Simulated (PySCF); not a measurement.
```xyz
16
charge 0, multiplicity 1
F     2.6086   -0.9767   -0.6891
Si    1.8329   -0.7008    0.6752
F     1.5301   -2.1763    1.1860
F     3.0251   -0.2513    1.6307
Si    0.0567    0.7372    0.5701
P     0.5850    2.9000    0.2107
C    -1.1210    0.2058   -0.8279
Si   -1.9637   -1.4933   -0.6170
H    -0.6455    0.7146    1.8690
H     1.5729    2.9607    1.1822
H     1.5125    2.6416   -0.7891
H    -1.8904    0.9716   -0.9324
H    -0.5757    0.2049   -1.7739
H    -2.8652   -1.7093   -1.7520
H    -0.9396   -2.5366   -0.5833
H    -2.7304   -1.4831    0.6295
```

Work out the structure from the coordinates.

Formula CH₈F₃PSi₃. SMILES: `F[Si](F)(F)[Si@@H](P)C[SiH3]`. It has no ring. Among its groups: Si–H bond. The point group is C1. Coordination: 3 Si tetrahedral; 1 P trigonal pyramidal; 1 C tetrahedral.

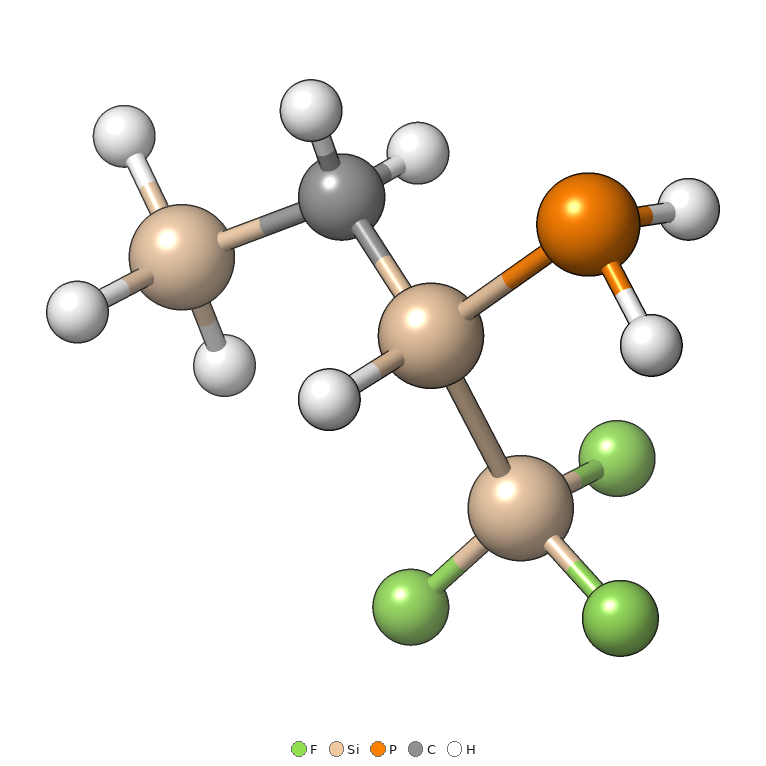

Source: calculation with PySCF.
